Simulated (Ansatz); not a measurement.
## Pressure series in SiC

Base system: SiC (space group P6_3mc, No. 186).

SiC has the hexagonal space group P6₃mc (No. 186), Pearson symbol hP8. Conventional cell: a = b = 3.078 Å, c = 10.076 Å, α = β = 90.00°, γ = 120.00°. Si1 on 2a is coordinated by 4 C at 1.883–1.889 Å (tetrahedral). Si2 on 2b sees 4 C at 1.886–1.895 Å (tetrahedral). C1 on 2a is coordinated by 4 Si at 1.886–1.889 Å (tetrahedral). C2 on 2b is surrounded by 4 Si at 1.883–1.895 Å (tetrahedral). (Neighbours: up to the widest gap in distance over summed covalent radii, below 1.35, at either atom.)

Cell and atoms are relaxed at each pressure.

Method: Ansatz (a program for electronic structure) r2SCAN, without spin-orbit coupling.

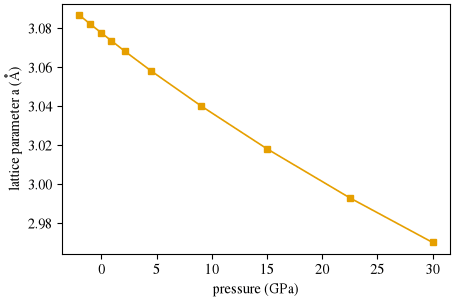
*Lattice parameter a against pressure*

```tsv
pressure (GPa)	lattice parameter a
-2	3.087 Å
-1	3.082 Å
0.9	3.074 Å
2.1	3.068 Å
4.5	3.058 Å
9	3.040 Å
15	3.018 Å
22.5	2.993 Å
30	2.970 Å
```

Load acts through the strain it causes; cell and atoms are relaxed under it. No phonon test of stability was made. Competing high-pressure phases were not computed.
